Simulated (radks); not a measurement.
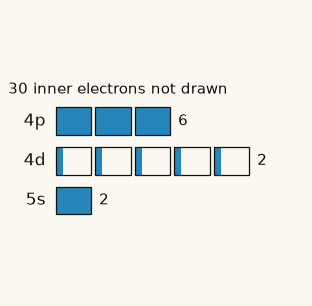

Figure 1. The outer shells as the input fills them: a box for each of the 2l + 1 orbitals, shaded by the share of the shell that is filled, with the electron count at the right.

**Atomic calculation, with input and output: Zr**

- system: atomic zirconium (Zr) in the configuration [Kr] 4d2 5s2 (4d3/2: 2).
- method: Dirac Kohn-Sham, PBE, spin-unpolarised, spherical densities, finite nucleus (the in-house radial solver radks)

**What the run reported**

- outcome: converged
- total energy: −3598.9198 hartree
- kinetic energy: 3719.1266 hartree
- electron–nucleus energy: −8685.3467 hartree
- Hartree energy: 1481.3823 hartree
- exchange–correlation energy: −114.082014 hartree
- radius at density 0.001 e/bohr³: 5.08 bohr
- SCF iterations: 16
- hardware: 1 thread of Arm Neoverse V2, 23 GiB of memory available, shared host

**What is odd here**

A numerical setting was moved from its usual value: mixing history nhist = 3. The program ran to the end, and its total energy equals that of the same run with the usual input (−3598.91980 hartree) within 10⁻⁵ hartree, so the oddity leaves no trace in it.

**Input**
```
Z 40
configuration [Kr] 4d2 5s2
relativity Dirac
functional pbe,pbe
spin unpolarised
j_filling energy
nucleus finite rms 4.2694 fm
c 137.035999084
history 3
max_iterations 90
```

Energies in input and log are in hartree, lengths in bohr (the nuclear radius in fm).

The run was one of a batch that the task file lists, launched with:
```bash
python <driver script> task.json out
```

**The program's output**
```
1s1/2   1   2.0000        -654.75106646
2s1/2   1   2.0000         -90.70317830
2p1/2   1   2.0000         -83.02884062
2p3/2   1   4.0000         -79.87364316
3s1/2   1   2.0000         -14.86332714
3p1/2   1   2.0000         -12.00635386
3p3/2   1   4.0000         -11.50406698
3d3/2   1   4.0000          -6.46810818
3d5/2   1   6.0000          -6.37635698
4s1/2   1   2.0000          -1.99964048
4p1/2   1   2.0000          -1.23468770
4p3/2   1   4.0000          -1.16955501
4d3/2   1   2.0000          -0.13380225
4d5/2   1   0.0000          -0.12908560
5s1/2   1   2.0000          -0.16263342
Etot -3598.91979916832
Ekin 3719.1266315305515
Encl -8685.346717027965
Eh 1481.3823004206238
Exc -114.08201409152926
err 2.369932444950173e-09
it 16
```

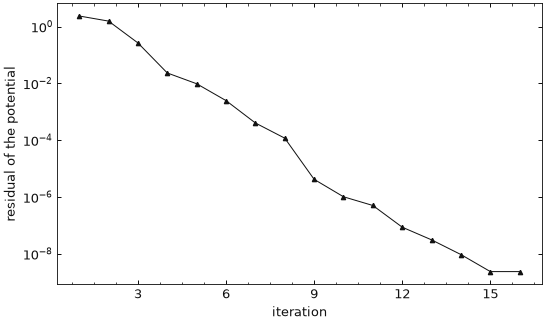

Figure 2. Convergence: residual of the potential against the iteration. The residual falls almost steadily, with no more than small rises or pauses. It goes from 2.4 to 2.4×10⁻⁹ in 16 steps.
